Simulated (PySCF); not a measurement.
Br2, SMILES `BrBr`.

Method: ωB97X/def2-SVP; geometry: GFN2-xTB; program: PySCF. No frequency check shows the geometry to be a minimum. A basis without diffuse functions makes polarisabilities too small. GFN2-xTB bond lengths at metals and heavier atoms can be off by up to 0.1 Å and shapes distorted, which carries into these values.

Cartesian coordinates (Å):

```
Br1      1.1407    0.0000    0.0000
Br2     -1.1407    0.0000    0.0000
```

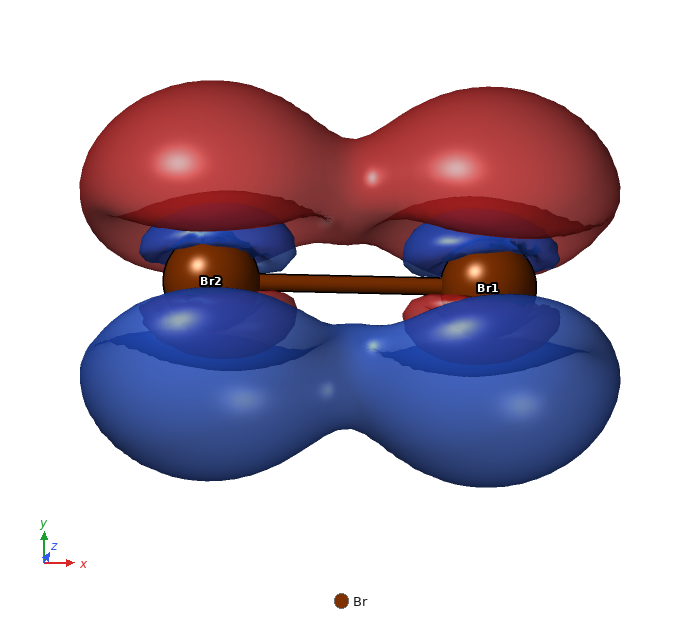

Change of the electron density in a uniform field of 0.41 V/Å, surfaces at ±0.002 e/Å³ (red: gain, blue: loss).

The field was applied in both directions; the picture shows the one opposite to the script's first.

Q: Along which Cartesian direction does the field point?

A: Along −y: electrons gather on the +y side, against the field.

Q: How large is the response?

A: The induced dipole is 0.41 D (along the field); α along this axis, from the fields in both directions, is 20 bohr³ (3.0 Å³).

Cost of the run: 4.9 s on 1 thread of Intel(R) Xeon(R) 6975P-C (Granite Rapids), with other jobs on the host, peak memory 0.26 GiB.
